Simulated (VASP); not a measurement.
Data:

```xyz
2
Lattice="3.2926 0.0000 0.0000 0.0000 3.2926 0.0000 0.0000 0.0000 3.2926" Properties=species:S:1:pos:R:3 pbc="T T T"
W      0.0000     0.0000     0.0000
Sb     1.6463     1.6463     1.6463
```

All values below come from PBEsol GGA, VASP's PBE PAW potentials (set 64) (plane waves; VASP). Settings: 400 eV cut-off, 12×12×12 Γ-centred mesh, tetrahedra with Blöchl corrections, potentials W_sv Sb.

Unless said otherwise, spin-orbit coupling is left out, though it shifts the bands of the heavy elements here.

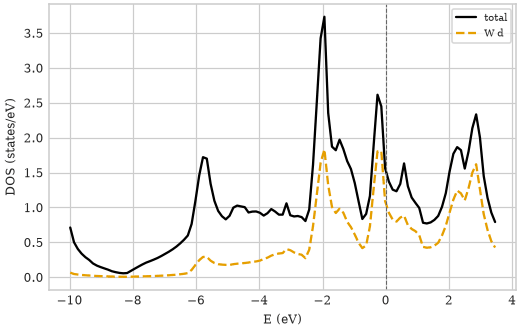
Fig. 1. Total and projected density of states, zero at the Fermi level

Within 2 eV below the Fermi level the largest weight inside VASP's projection spheres is W d.

It has no gap at this level: it comes out as a metal or semimetal.

The structure was generated: WSb was put into the CsCl type type (Pm-3m), which need not be its known phase. It was relaxed first, which changed the volume by -40 %. The electron count is odd and the run is not spin-polarised, which forces a metal.
